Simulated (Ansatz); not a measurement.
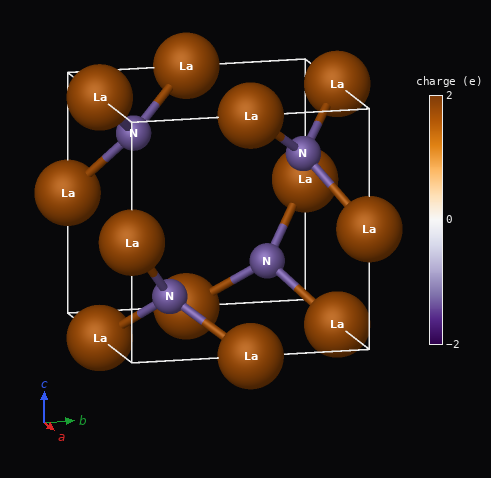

The figure gives a ball-and-stick picture of the atoms, viewed slightly off an axis. The parallelepiped is the simulation cell. The atoms of this La₃N₄ cell are coloured by their Bader charge.

Run with DFT PBE, scalar-relativistic, plane waves, PAW in Ansatz 0.2.0 and these settings: cutoff 420 eV, k-points on an 8×8×8 grid, Gaussian smearing of 0.1 eV, no spin polarisation.

Who donates electrons here and who accepts them?

Most positive: La; most negative: N. Charges: about La +1.8 e; N -1.3 e.

Source of the structure: a structure type filled with these elements by a generator (whether the compound takes this form wasn't checked). Earlier steps of the study may have refined or changed the cell and positions. It went into a calculation with Ansatz.
